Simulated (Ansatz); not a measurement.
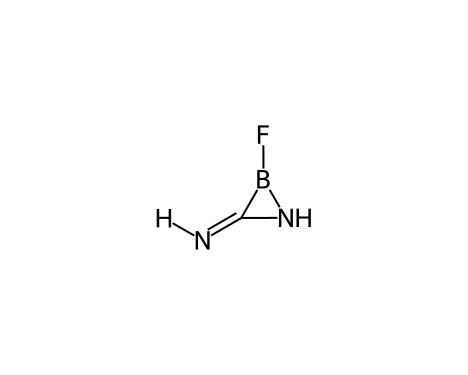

Skeletal drawing of a molecule.

Transcribe the drawing into SMILES.

[H]/N=C1/NB1F

Give the formula, hydrogens included.

CH2BFN2.

An optimisation with PBE0-D4/def2-TZVP gave a structure of which point group?

Cs.

The parts below concern this one geometry. Atoms keep their numbers from picture to picture. Computed geometry: PBE0-D4/def2-TZVP optimisation.

### Shape

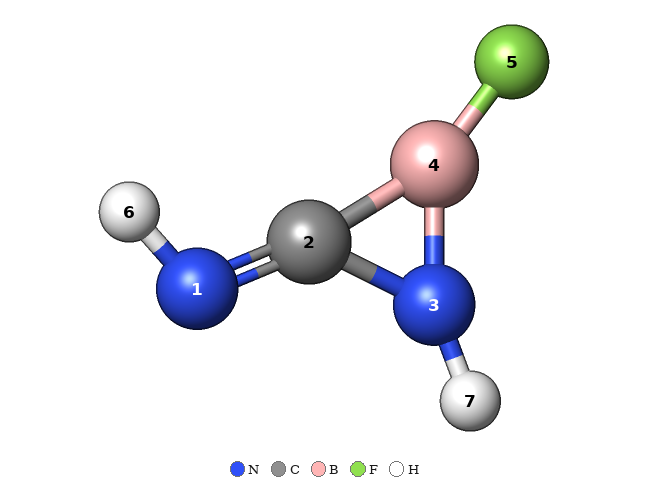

Atoms carry their numbers in the input.

What is the geometry at N1?

N1 has 2 neighbours (C2 at 1.25, H6 at 1.02 Å); the arrangement is bent.

How are the neighbours of atom 2 arranged?

C2 has 3 neighbours (N1 at 1.25, N3 at 1.41, B4 at 1.52 Å); the arrangement is T-shaped.

What is the dihedral angle N3–C2–B4–F5?

180° in size, that is anti.

### Electronic properties

Method: RKS PBE0-D4/def2-SVP (Ansatz 0.2.0).

Computed properties:

- HOMO energy (Kohn–Sham orbital): −7.10 eV
- LUMO energy (Kohn–Sham orbital): −0.03 eV
- HOMO–LUMO gap: 7.07 eV
- dispersion correction: −9.1 kJ/mol

### Dipole moment

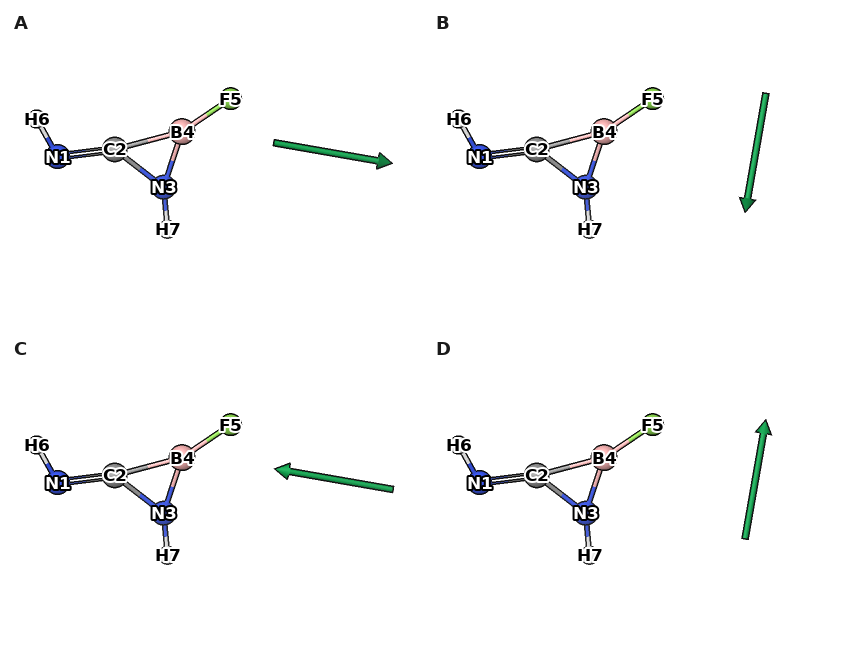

The same molecule four times, each with an arrow. Level of theory: RKS ωB97M-V/def2-TZVPP (Ansatz 0.2.0).

Which arrow points along the dipole moment, from the negative to the positive end?

A. The dipole moment is 1.56 D; it points from the side of H6 to the side of F5 (the outermost atoms at the two ends).

### Charges

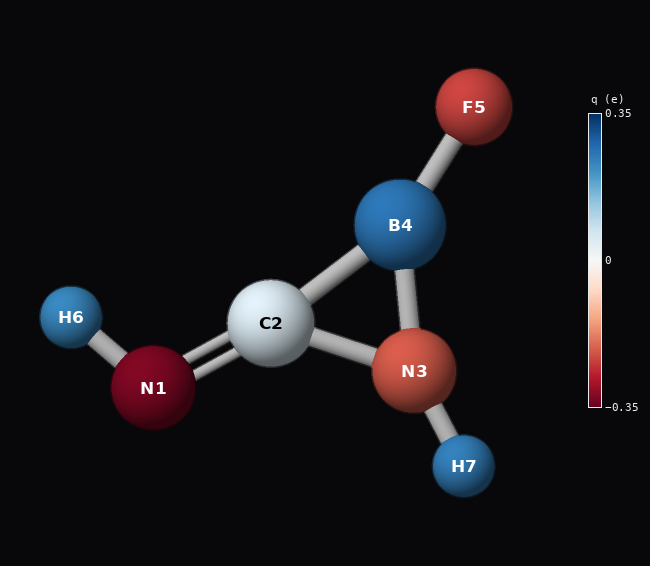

Atoms are coloured by their Mulliken charges. Level of theory: RKS PBE0-D4/def2-TZVP (Ansatz 0.2.0).

Which atom carries the highest charge (most positive or least negative)?

B4 (0.25 e).

And the lowest?

N1 (−0.33 e).

Give the Mulliken charges atom by atom.

```csv
atom,value (e)
N1,−0.33
C2,0.05
N3,−0.21
B4,0.25
F5,−0.24
H6,0.23
H7,0.24
```

Mulliken values depend strongly on the basis set and can even reverse the polarity of a bond.
